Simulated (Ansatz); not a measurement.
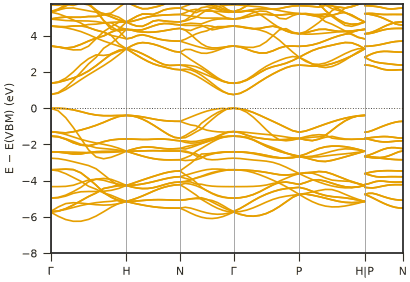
Band structure from PBEsol in the plane-wave PAW code Ansatz

### Question
Read off the gap and where the band edges lie.

### Answer
About 0.8 eV (0.75 eV by a search for the band edges); maximum at Γ, minimum at Γ.

The material is Zr₃N₄ in space group I-43d (No. 220; N on 16c, Zr on 12a).

The cell was relaxed with PBEsol under the symmetry of its start. The run is not spin-polarised. Scalar-relativistic: spin–orbit coupling is off unless named, which matters more the heavier the elements.

Potentials: the later of the program's two PAW sets.
